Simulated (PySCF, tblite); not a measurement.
**dibromosilane (SiH₂Br₂): isotopologues and vibrational averages**

Aim: rotational constants, zero-point energies and shieldings of isotopologues of dibromosilane (SiH₂Br₂) (`Br[SiH2]Br`).

Computed with tblite 0.8.0 (tight binding) and PySCF 2.14.0 (DFT, with response routines of our own); each step states its level. Atoms count from 0 throughout.

## Step 1: The starting structure

5 atoms, charge 0, multiplicity 1; geometry from: force field or distance geometry start.

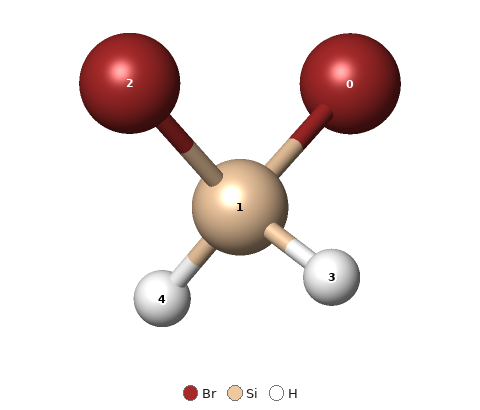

The starting geometry (bromine red, silicon light orange, hydrogen white), atoms numbered.

## Step 2: GFN2-xTB relaxation, lowest of a short conformer search

What the job is given:

```
{"job": {"xc": "GFN2-xTB", "basis": "xTB", "kind": "relax"}, "charge": 0, "multiplicity": 1}
Br     1.894800     1.080000    -0.010800
Si    -0.014700    -0.176700    -0.045000
Br    -1.753900     1.168400    -0.044400
H     -0.081200    -0.974800     1.196200
H     -0.010600    -1.085500    -1.164700
```

Command:

```bash
$ OMP_NUM_THREADS=1 python ens_run.py task.json out
```

One launch serves the whole session.

The log of the run:

```text
step      E/eV     max force
  0    -299.49530    0.989
  1    -299.52306    0.786
  2    -299.55173    0.403
  3    -299.55697    0.294
  4    -299.56718    0.332
  5    -299.57021    0.306
  6    -299.57591    0.196
  7    -299.57731    0.148
  8    -299.57815    0.072
  9    -299.57834    0.037
 10    -299.57843    0.032
 11    -299.57852    0.037
 12    -299.57868    0.062
 13    -299.57888    0.065
 14    -299.57901    0.036
 15    -299.57904    0.013
 16    -299.57905    0.006
 17    -299.57905    0.008
 18    -299.57906    0.011
 19    -299.57906    0.011
 20    -299.57907    0.006
 21    -299.57907    0.002
```

Run time: 0.1 s. Hardware: 1 thread of Arm Neoverse V1, shared host.

The energy fell by 0.084 eV, and the atoms moved 0.07 Å (root mean square).

## Step 3: Tight optimisation and Hessian

What the job is given:

```
{"job": {"xc": "PBE0", "basis": "pcSseg-1", "grid": 2, "temperatures": [250, 1000], "kind": "geom"}, "charge": 0, "multiplicity": 1}
Br     1.831798     1.018456    -0.015807
Si    -0.001096    -0.213825    -0.007506
Br    -1.738168     1.148602    -0.074820
H     -0.047700    -0.934123     1.245638
H     -0.010345    -1.007700    -1.216246
```

The log of the run:

```text
step   0  E = -147970.4362031 eV  max force = 0.93526
step   1  E = -147970.4685456 eV  max force = 0.25997
step   2  E = -147970.4732837 eV  max force = 0.01866
step   3  E = -147970.4733459 eV  max force = 0.00608
step   4  E = -147970.4733534 eV  max force = 0.00138
step   5  E = -147970.4733534 eV  max force = 0.00138
step   6  E = -147970.4733534 eV  max force = 0.00143
harmonic wavenumbers (cm-1): 118.0 400.9 472.8 550.7 687.5 850.6 947.1 2299.5 2313.8
```

It took 3.7 min on 1 thread of Arm Neoverse V1, shared host; peak memory 0.65 GiB.

## Step 4: Displacements along the modes, parent

What the job is given:

```
{"job": {"xc": "PBE0", "basis": "pcSseg-1", "grid": 2, "temperatures": [250, 1000], "kind": "vib", "mass_numbers": [79, 28, 79, 1, 1]}, "charge": 0, "multiplicity": 1}
Br     1.871167     1.014807    -0.015342
Si     0.000386    -0.170851    -0.008593
Br    -1.777737     1.147932    -0.075437
H     -0.048488    -0.953677     1.244458
H     -0.010840    -1.026801    -1.213827
```

The log of the run:

```text
mode    cm-1    km/mol   phi_rrr   E(+)/cm-1  E(-)/cm-1
  1    118.03     0.92       5.6      21.46      21.07
  2    400.86    27.21      46.7      73.86      70.50
  3    472.81    98.07      -0.7      85.49      84.87
  4    550.70    22.05       2.1     100.15     101.34
  5    687.45     0.00      -1.1     125.28     124.60
  6    850.59   315.33      -1.8     154.66     152.84
  7    947.10   128.71      95.0     174.29     167.42
  8   2299.47    64.59    -879.9     383.74     447.05
  9   2313.80    75.60      -4.1     417.89     418.25
```

Run time: 2.8 min. Hardware: 1 thread of Arm Neoverse V1, shared host; peak memory 0.65 GiB.

## Step 5: Displacements along the modes, 2H at atom 3

What the job is given:

```
{"job": {"xc": "PBE0", "basis": "pcSseg-1", "grid": 2, "temperatures": [250, 1000], "kind": "vib", "mass_numbers": [79, 28, 79, 2, 1]}, "charge": 0, "multiplicity": 1}
Br     1.871167     1.014807    -0.015342
Si     0.000386    -0.170851    -0.008593
Br    -1.777737     1.147932    -0.075437
H     -0.048488    -0.953677     1.244458
H     -0.010840    -1.026801    -1.213827
```

The log of the run:

```text
mode    cm-1    km/mol   phi_rrr   E(+)/cm-1  E(-)/cm-1
  1    117.69     0.91       5.6      21.40      21.01
  2    394.21    21.98      43.6      72.45      69.51
  3    458.36    52.68      -0.8      83.04      82.07
  4    463.85    22.15      -4.8      84.67      83.95
  5    542.09    74.90       1.8      97.84      98.63
  6    792.74   231.46      -0.7     144.63     143.41
  7    842.85   103.19      65.5     154.57     150.29
  8   1659.54    43.51     764.7     327.83     272.80
  9   2306.73    70.77   -1254.3     373.24     463.34
```

It took 2.8 min on 1 thread of Arm Neoverse V1, shared host; peak memory 0.65 GiB.

## Step 6: Displacements along the modes, 81Br at atom 0

What the job is given:

```
{"job": {"xc": "PBE0", "basis": "pcSseg-1", "grid": 2, "temperatures": [250, 1000], "kind": "vib", "mass_numbers": [81, 28, 79, 1, 1]}, "charge": 0, "multiplicity": 1}
Br     1.871167     1.014807    -0.015342
Si     0.000386    -0.170851    -0.008593
Br    -1.777737     1.147932    -0.075437
H     -0.048488    -0.953677     1.244458
H     -0.010840    -1.026801    -1.213827
```

The log of the run:

```text
mode    cm-1    km/mol   phi_rrr   E(+)/cm-1  E(-)/cm-1
  1    117.41     0.91       5.5      21.35      20.96
  2    400.07    27.15      46.4      73.71      70.36
  3    472.17    97.80      -3.6      85.27      84.85
  4    550.65    22.04       2.1     100.15     101.34
  5    687.43     0.00      -1.1     125.27     124.60
  6    850.58   315.37      -1.8     154.66     152.84
  7    947.09   128.71      95.0     174.29     167.42
  8   2299.47    64.59     879.9     447.05     383.74
  9   2313.80    75.60       4.1     418.25     417.89
```

Wall time 2.8 min (1 thread of Arm Neoverse V1, shared host); peak memory 0.65 GiB.

## Step 7: Displacements along the modes, 81Br at atom 0, 29Si at atom 1

What the job is given:

```
{"job": {"xc": "PBE0", "basis": "pcSseg-1", "grid": 2, "temperatures": [250, 1000], "kind": "vib", "mass_numbers": [81, 29, 79, 1, 1]}, "charge": 0, "multiplicity": 1}
Br     1.871167     1.014807    -0.015342
Si     0.000386    -0.170851    -0.008593
Br    -1.777737     1.147932    -0.075437
H     -0.048488    -0.953677     1.244458
H     -0.010840    -1.026801    -1.213827
```

The log of the run:

```text
mode    cm-1    km/mol   phi_rrr   E(+)/cm-1  E(-)/cm-1
  1    117.11     0.91       5.5      21.29      20.90
  2    395.58    26.59      46.0      72.89      69.56
  3    466.22    96.53      -3.6      84.19      83.79
  4    549.12    21.81       2.1      99.88     101.08
  5    687.43     0.00      -1.1     125.27     124.60
  6    849.47   310.46      -1.8     154.46     152.64
  7    946.40   127.68      95.1     174.16     167.29
  8   2298.66    63.96    -879.4     383.62     446.89
  9   2311.89    75.09      -4.4     417.53     417.91
```

Run time: 2.7 min. Hardware: 1 thread of Arm Neoverse V1, shared host; peak memory 0.65 GiB.

## Step 8: Displacements along the modes, 29Si at atom 1

What the job is given:

```
{"job": {"xc": "PBE0", "basis": "pcSseg-1", "grid": 2, "temperatures": [250, 1000], "kind": "vib", "mass_numbers": [79, 29, 79, 1, 1]}, "charge": 0, "multiplicity": 1}
Br     1.871167     1.014807    -0.015342
Si     0.000386    -0.170851    -0.008593
Br    -1.777737     1.147932    -0.075437
H     -0.048488    -0.953677     1.244458
H     -0.010840    -1.026801    -1.213827
```

The log of the run:

```text
mode    cm-1    km/mol   phi_rrr   E(+)/cm-1  E(-)/cm-1
  1    117.72     0.93       5.6      21.41      21.01
  2    396.38    26.65      46.3      73.04      69.70
  3    466.87    96.81      -0.7      84.41      83.81
  4    549.17    21.82       2.1      99.89     101.09
  5    687.45     0.00      -1.1     125.28     124.60
  6    849.48   310.41      -1.8     154.47     152.64
  7    946.40   127.67      95.1     174.16     167.29
  8   2298.66    63.96    -879.4     383.62     446.89
  9   2311.89    75.09      -4.4     417.53     417.91
```

Wall time 2.7 min (1 thread of Arm Neoverse V1, shared host); peak memory 0.65 GiB.

## Step 9: Displacements along the modes, 2H at atom 3, 2H at atom 4

What the job is given:

```
{"job": {"xc": "PBE0", "basis": "pcSseg-1", "grid": 2, "temperatures": [250, 1000], "kind": "vib", "mass_numbers": [79, 28, 79, 2, 2]}, "charge": 0, "multiplicity": 1}
Br     1.871167     1.014807    -0.015342
Si     0.000386    -0.170851    -0.008593
Br    -1.777737     1.147932    -0.075437
H     -0.048488    -0.953677     1.244458
H     -0.010840    -1.026801    -1.213827
```

The log of the run:

```text
mode    cm-1    km/mol   phi_rrr   E(+)/cm-1  E(-)/cm-1
  1    117.36     0.90       5.6      21.35      20.94
  2    391.77    20.98      45.3      72.17      68.91
  3    420.84    14.71       1.1      75.94      76.84
  4    454.17    48.32      -0.6      82.26      81.35
  5    487.70     0.00       0.7      88.09      88.66
  6    633.55   257.63      -1.1     115.02     113.70
  7    685.94    81.69      54.6     125.65     121.70
  8   1643.59    42.50    -531.0     277.49     315.71
  9   1675.69    45.58      -0.8     302.39     302.50
```

Wall time 2.7 min (1 thread of Arm Neoverse V1, shared host); peak memory 0.65 GiB.

## Step 10: Displacements along the modes, 29Si at atom 1, 2H at atom 3

What the job is given:

```
{"job": {"xc": "PBE0", "basis": "pcSseg-1", "grid": 2, "temperatures": [250, 1000], "kind": "vib", "mass_numbers": [79, 29, 79, 2, 1]}, "charge": 0, "multiplicity": 1}
Br     1.871167     1.014807    -0.015342
Si     0.000386    -0.170851    -0.008593
Br    -1.777737     1.147932    -0.075437
H     -0.048488    -0.953677     1.244458
H     -0.010840    -1.026801    -1.213827
```

The log of the run:

```text
mode    cm-1    km/mol   phi_rrr   E(+)/cm-1  E(-)/cm-1
  1    117.39     0.92       5.6      21.35      20.96
  2    390.28    21.85      43.6      71.75      68.79
  3    454.03    55.80      -0.7      82.25      81.31
  4    461.77    21.55      -5.3      84.30      83.61
  5    540.37    70.57       1.8      97.54      98.37
  6    791.70   226.49      -0.7     144.45     143.22
  7    842.03   102.17      65.5     154.42     150.14
  8   1657.62    42.84     763.4     327.44     272.50
  9   2305.35    70.20   -1253.1     373.03     463.05
```

It took 2.7 min on 1 thread of Arm Neoverse V1, shared host; peak memory 0.65 GiB.

## Step 11: Vibrational averages by isotopologue

What the job is given:

```
{"job": {"xc": "PBE0", "basis": "pcSseg-1", "grid": 2, "temperatures": [250, 1000], "kind": "iso"}, "charge": 0, "multiplicity": 1}
Br     1.871167     1.014807    -0.015342
Si     0.000386    -0.170851    -0.008593
Br    -1.777737     1.147932    -0.075437
H     -0.048488    -0.953677     1.244458
H     -0.010840    -1.026801    -1.213827
```

The log of the run:

```text
parent
  Be/MHz 10643.497 954.861 885.613
  B0/MHz 10587.561 953.593 883.657
  ZPE/cm-1 4320.4
  <sigma>(0 K)/ppm 2526.728 335.620 2526.818 24.839 24.838
2H at atom 3
  Be/MHz 9630.315 952.356 880.056
  B0/MHz 9585.269 950.995 878.075
  ZPE/cm-1 3789.0
  <sigma>(0 K)/ppm 2529.678 335.809 2529.752 24.922 24.848
81Br at atom 0
  Be/MHz 10624.439 943.115 875.37
  B0/MHz 10568.578 941.863 873.446
  ZPE/cm-1 4319.3
  <sigma>(0 K)/ppm 2526.750 335.622 2526.831 24.839 24.838
81Br at atom 0, 29Si at atom 1
  Be/MHz 10386.524 943.114 873.72
  B0/MHz 10332.323 941.888 871.81
  ZPE/cm-1 4310.9
  <sigma>(0 K)/ppm 2526.830 335.632 2526.903 24.839 24.839
29Si at atom 1
  Be/MHz 10405.716 954.861 883.932
  B0/MHz 10351.44 953.618 881.99
  ZPE/cm-1 4312.0
  <sigma>(0 K)/ppm 2526.803 335.629 2526.893 24.839 24.839
2H at atom 3, 2H at atom 4
  Be/MHz 8796.587 949.401 874.994
  B0/MHz 8759.71 947.944 872.976
  ZPE/cm-1 3255.3
  <sigma>(0 K)/ppm 2532.629 336.006 2532.706 24.933 24.933
29Si at atom 1, 2H at atom 3
  Be/MHz 9438.843 952.35 878.433
  B0/MHz 9395.061 951.013 876.467
  ZPE/cm-1 3780.3
  <sigma>(0 K)/ppm 2529.758 335.819 2529.836 24.922 24.848
```

Run time: 23 min. Hardware: 1 thread of Arm Neoverse V1, shared host; peak memory 0.65 GiB. This counts the whole study up to here.

Rotational constants (MHz) at equilibrium and in the ground state:

```
                  isotopologue                     Be                     B0  zero-point change (cm⁻¹)
                        parent  10643.5, 954.9, 885.6  10587.6, 953.6, 883.7                       0.0
                  2H at atom 3   9630.3, 952.4, 880.1   9585.3, 951.0, 878.1                    -531.4
                81Br at atom 0  10624.4, 943.1, 875.4  10568.6, 941.9, 873.4                      -1.1
81Br at atom 0, 29Si at atom 1  10386.5, 943.1, 873.7  10332.3, 941.9, 871.8                      -9.5
                29Si at atom 1  10405.7, 954.9, 883.9  10351.4, 953.6, 882.0                      -8.4
    2H at atom 3, 2H at atom 4   8796.6, 949.4, 875.0   8759.7, 947.9, 873.0                   -1065.1
  29Si at atom 1, 2H at atom 3   9438.8, 952.4, 878.4   9395.1, 951.0, 876.5                    -540.1
```

Shieldings of the first species (ppm): at equilibrium, the vibrational parts at 0 K, and the averages:

```
atom  equilibrium  anharmonic  harmonic      0 K    250 K   1000 K
 Br0      2554.18       -6.36    -21.09  2526.73  2521.26  2479.35
 Si1       337.86       -1.10     -1.14   335.62   335.10   332.31
 Br2      2554.24       -6.33    -21.08  2526.82  2521.31  2479.25
  H3        25.18       -0.07     -0.27    24.84    24.83    24.62
  H4        25.18       -0.07     -0.27    24.84    24.83    24.62
```

Isotope effects on the shieldings at 0 K (ppb; positive means more shielded):

```
atom  2H at atom 3  81Br at atom 0  81Br at atom 0, 29Si at atom 1  29Si at atom 1  2H at atom 3, 2H at atom 4  29Si at atom 1, 2H at atom 3
 Br0          2950              23                             102              75                        5901                          3030
 Si1           190               2                              12              10                         387                           200
 Br2          2934              13                              85              75                        5888                          3017
  H3            83               0                               0               0                          94                            83
  H4             9               0                               0               0                          94                            10
```

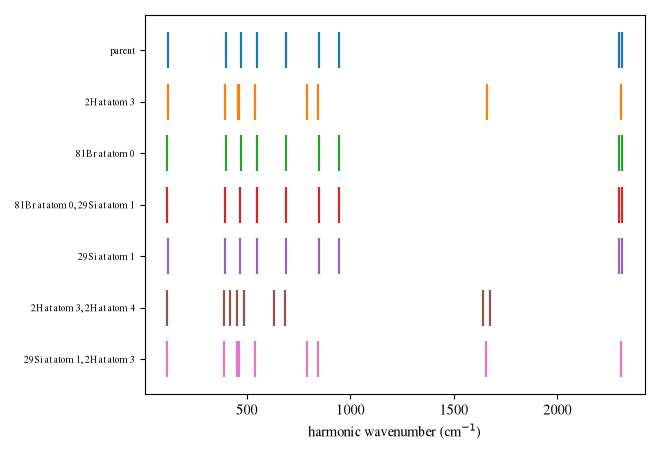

Harmonic wavenumbers of each isotopologue.

## Step 12: Summary of results

```
                   quantity                      value
                point group                        C2v
    B0 of the first species  10587.6, 953.6, 883.7 MHz
          zero-point energy                  4320 cm⁻¹
zero-point change of σ(Br0)                 -27.45 ppm
```

In words: Zero-point motion changes the shielding of Br0 most, by -27.45 ppm. The largest secondary isotope effect is 5901 ppb on Br0, 2 bonds from the change (2H at atom 3, 2H at atom 4). The job flags a low mode; perturbation theory is less sure for low modes. Spin-orbit coupling is left out, which matters at and beside the heavy atoms.
